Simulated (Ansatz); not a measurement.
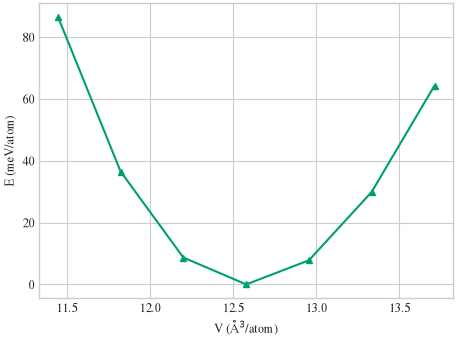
Figure. HfC (rock salt, space group No. 225) under volume change, PBE in the plane-wave PAW code Ansatz, scaled uniformly.

What does a third-order Birch–Murnaghan fit give for V₀, B₀ and B′?

V₀ = 12.58 Å³/atom, B₀ = 233 GPa, B′ = 3.9.

Space group Fm-3m (rock salt). The cell was relaxed with PBE under the symmetry of its start. The run is not spin-polarised. Scalar-relativistic: spin–orbit coupling is off unless named, which matters more the heavier the elements.

Potentials: the earlier of the program's two PAW sets.
